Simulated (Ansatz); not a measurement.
## Electronic structure of C2H7GaO3 (SMILES C[O][Ga]([OH])[O]C) in real space

```
atom    x (Å)    y (Å)    z (Å)
   C   0.3481  -1.3584   1.3121
   O   1.3297  -0.7100   0.5427
  Ga   1.0372   0.5638  -0.6627
   O   2.4538   1.2404  -1.4778
   O  -0.5392   1.2204  -1.1244
   C  -1.7742   0.7933  -0.6062
   H   0.8219  -2.1902   1.8414
   H  -0.4653  -1.7706   0.7032
   H  -0.0939  -0.6925   2.0632
   H   3.2705   0.8388  -1.1721
   H  -2.5479   1.4780  -0.9650
   H  -2.0380  -0.2161  -0.9445
   H  -1.8026   0.8028   0.4900
```

Geometry: PBE0-D4/def2-TZVP.

All numbers below come from RKS PBE0-D4/def2-TZVPP (Ansatz 0.2.0).

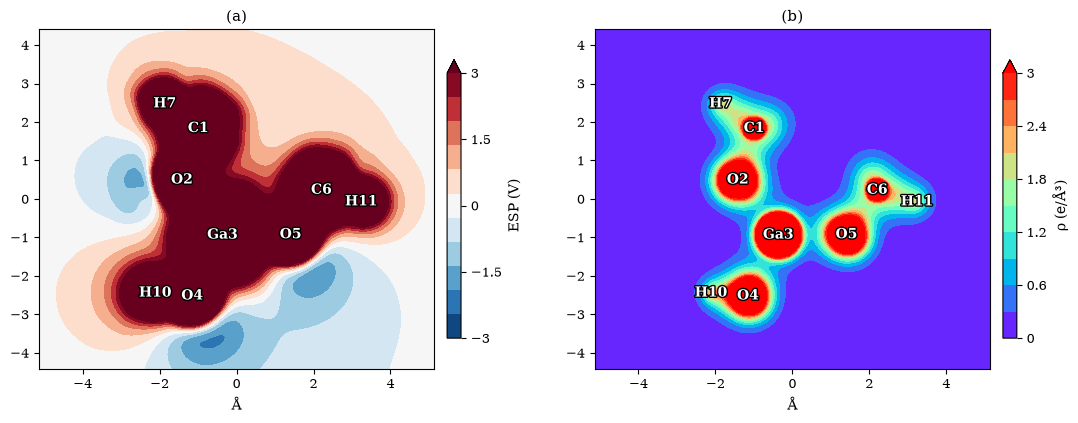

Figure 1. (a) molecular electrostatic potential; (b) total electron density on the plane of atoms Ga3, O4 and H10.

**Read the bonding off the picture.**

The plane passes through C, O, Ga and H nuclei.
C–O (1.41 Å): the density is about 2.1 e/Å³ at the midpoint, with its minimum of 1.8 e/Å³ about 0.5 Å from C.
Ga–O (1.77 Å): the density is about 0.96 e/Å³ at the midpoint.
O–H (0.96 Å): ρ at the midpoint is about 3.8 e/Å³.
C–H (1.09 Å): ρ at the midpoint is about 2 e/Å³.
Outside the dense part of the molecule the potential is most negative (−2.0 V) near O4.

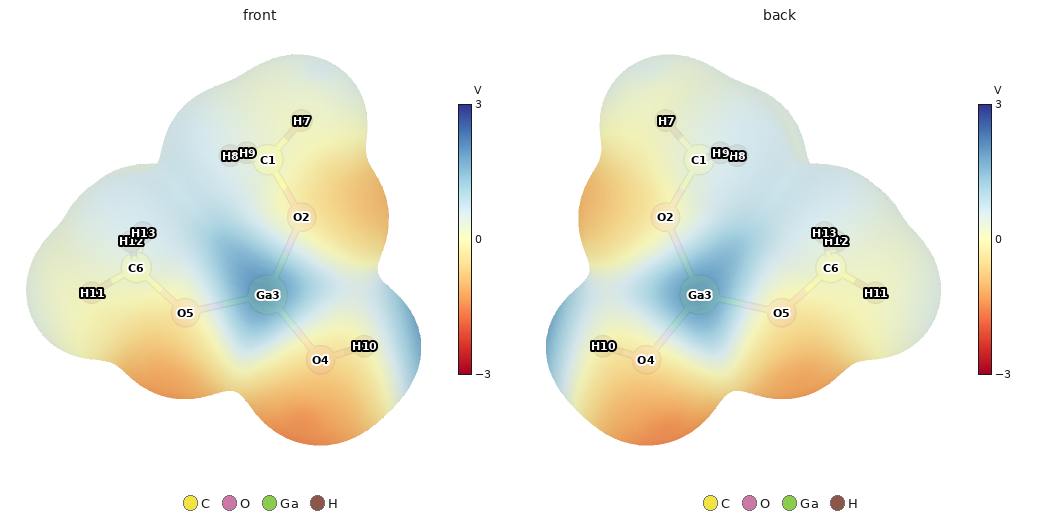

Figure 2. The electrostatic potential painted on the density surface at 0.001 e/bohr³, seen from the front and from behind; the colour scale runs from red (negative) to blue (positive).

**Where is the surface potential most negative and most positive?**

The most negative region (about −1.5 V) lies over O4, the most positive (about +2.0 V) over Ga3. O4 is the likeliest acceptor of a hydrogen bond.

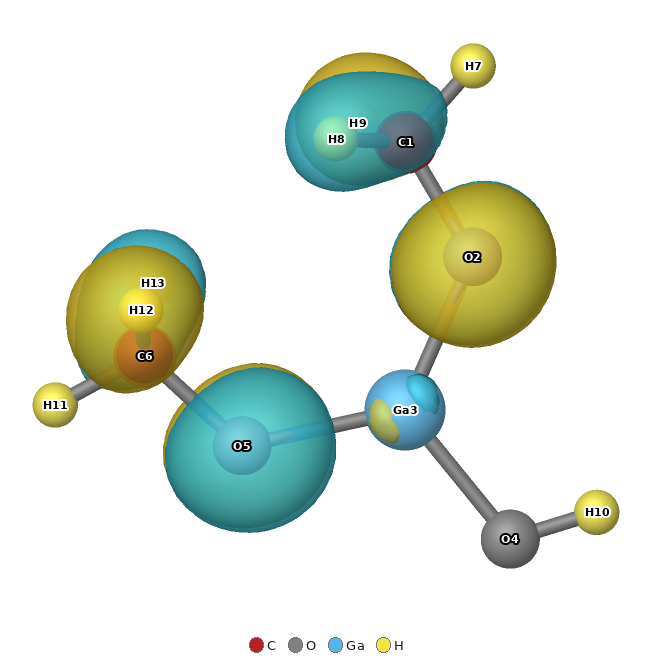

Figure 3. One frontier orbital at ±0.1 Å⁻³ᐟ² (yellow and cyan are the two phases), seen across its widest extent.

**Which orbital is it: HOMO or LUMO?**

The HOMO, at −7.93 eV. Its weight (Hirshfeld) is mainly on O5 (about 35 %), O2 (about 30 %), C6 (about 5 %) and C1 (about 5 %).
